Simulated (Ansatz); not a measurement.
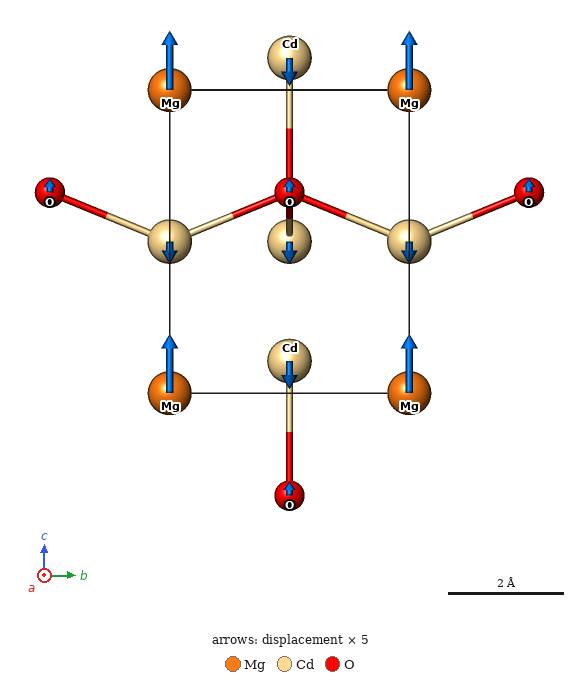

A relaxation of crystalline MgCd₃O (a generated structure, set up in P4mm) (coarse preliminary run). The starting structure is drawn; blue arrows show the displacements (the part carried along by the change of the cell is left out), 5 times their true length.

Style: ball-and-stick. Shown: the cell of the calculation, along the a axis.

Computed with DFT PBE, scalar-relativistic, plane waves, PAW in Ansatz 0.2.0. Set-up: plane-wave cutoff 420 eV; k-point mesh 4 × 4 × 4; occupations gaussian; smearing width 0.1 eV; no spin polarisation; cell and atoms relaxed; force threshold 0.04 eV/Å; at most 70 steps.

> What happened in the run?

The energy falls by 0.351 eV per cell of the calculation in 4 accepted moves (5 points after the start). The largest force component goes from 1.3 to 0.03 eV/Å. The pressure goes from 6.40 to 0.15 GPa. At 1 point the geometry stayed and the basis and grid were re-selected for the new cell (energy shift of 14.1 meV per cell of the calculation at most each time). The Mg atom moves most relative to the cell: 0.21 Å along +c. By element the largest moves are Mg 0.21 Å, Cd 0.10 Å, O 0.05 Å. The volume changes by +8.8 %, with a = b 4.193 → 4.400 Å (+4.9 %), c 5.305 → 5.241 Å (−1.2 %). Among the contacts that change: Cd–O 2.355 → 2.178 Å, Cd–O 2.266 → 2.407 Å. Among the angles between lasting bonds that change: O–Cd–O 135.4° → 132.1°, Cd–O–Cd 135.4° → 132.1°. The space group stays P4mm (No. 99).

Limits of the set-up: the k-point mesh is coarse for a cell with partly filled bands.
